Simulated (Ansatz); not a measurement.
FI₃Si (SMILES F[Si](I)(I)I)

The calculation's input:

```
crystal:
  periodic: [false, false, false]
  atoms:
    - {symbol: F, position_ang: [-0.684015, -0.023941, 1.550771]}
    - {symbol: Si, position_ang: [-0.038992, -0.015394, 0.101740]}
    - {symbol: I, position_ang: [1.721819, -1.667327, 0.077422]}
    - {symbol: I, position_ang: [-1.781517, -0.568030, -1.475655]}
    - {symbol: I, position_ang: [0.832606, 2.200990, -0.295677]}
basis:
  gaussian: {orbitals: def2-TZVPP}
hamiltonian: {xc: pbe0, dispersion: d4}
output: {orbitals: {seedname: orbitals}}
```

Run with:

```sh
ansatz run in.yaml --threads 4 --pin off --events-out ev --progress --plain --max-ram 11315MiB
```

Geometry: PBE0-D4/def2-TZVP; core potentials replace the inner electrons of I.

These are results of RKS PBE0-D4/def2-TZVPP (Ansatz 0.2.0), not measurements.

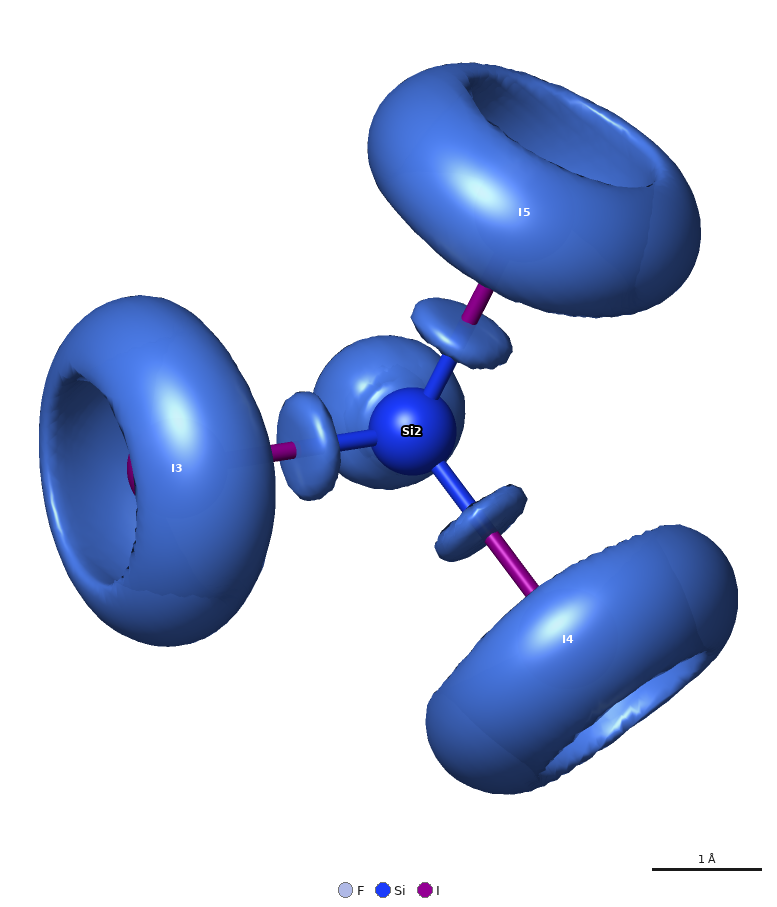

Figure 1. Isosurface of the ELF at 0.8 (blue), seen across its widest extent. Only the valence region is drawn (cores and ρ < 0.01 e/Å³ removed).

### Describe the localisation domains.

At this value the surface marks out three regions between bonded I–Si atoms (shared pairs), three rings or bowls of non-bonding electrons around I and one region wrapped around F (its lone pairs, merged into a ring or cap). Profiles from the grid: Si–F (1.59 Å): the ELF peaks at about 0.85 in the valence shell of F, 0.6 Å from its nucleus, and is about 0.45 at the midpoint. Si–I (2.41 Å): the ELF peaks at about 0.85 between the atoms; a covalent bond.

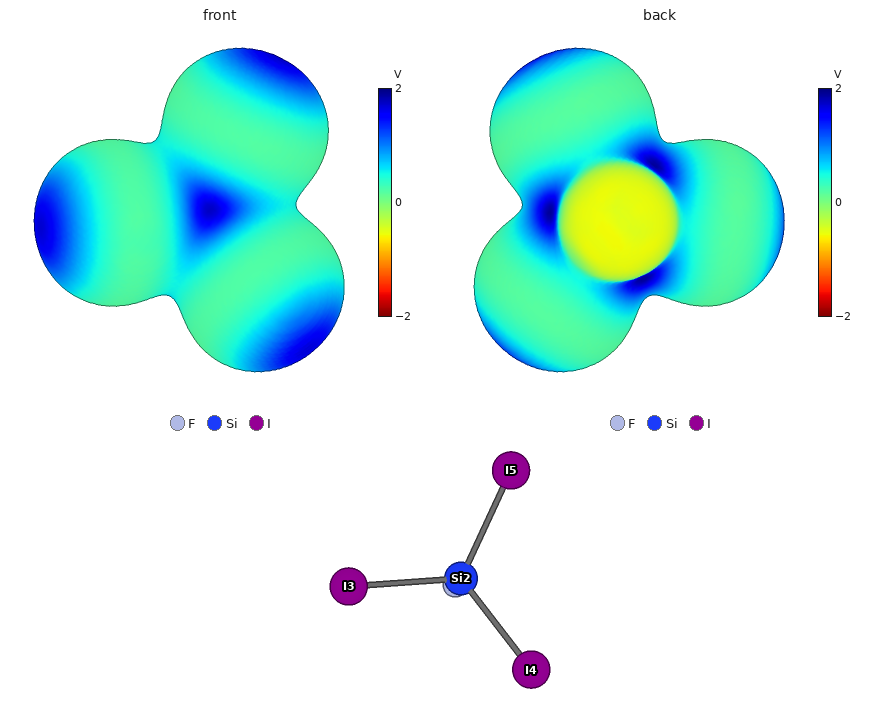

Figure 2. The molecular electrostatic potential painted on the density surface at 0.004 e/bohr³, seen from the front and from behind; the colour scale runs from red (negative) to blue (positive). The bare structure is drawn below in the same view.

### Describe the electrostatic potential map.

The most negative region (about −0.6 V, or −14 kcal/mol for a unit charge) lies over F1, the most positive (about +1.8 V, or +42 kcal/mol for a unit charge) over Si2. I3 shows a σ-hole: about +1.7 V, or +39 kcal/mol for a unit charge at the tip opposite its bond, against about +0.2 V on its flanks. I4 shows a σ-hole: about +1.7 V, or +39 kcal/mol for a unit charge at the tip opposite its bond, against about +0.2 V on its flanks. I5 shows a σ-hole: about +1.7 V, or +39 kcal/mol for a unit charge at the tip opposite its bond, against about +0.2 V on its flanks.

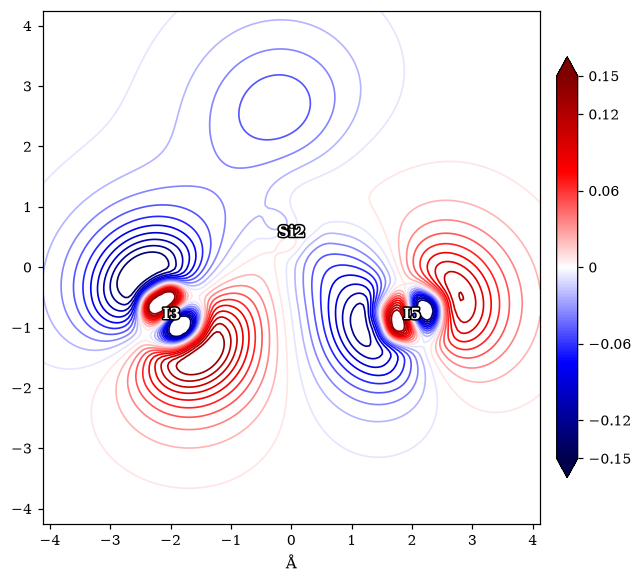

Figure 3. The HOMO−1 on the plane of atoms I3, Si2 and I5 (values in Å⁻³ᐟ²; the overall sign is arbitrary).

### Describe this orbital and give its energy.

Its weight (Hirshfeld) is mainly on I5 (about 45 %), I4 (about 35 %) and I3 (about 10 %); largely a combination of lone pairs on I5, I4 and I3. It is one of a degenerate set, so its orientation is arbitrary. Its energy is −8.06 eV.
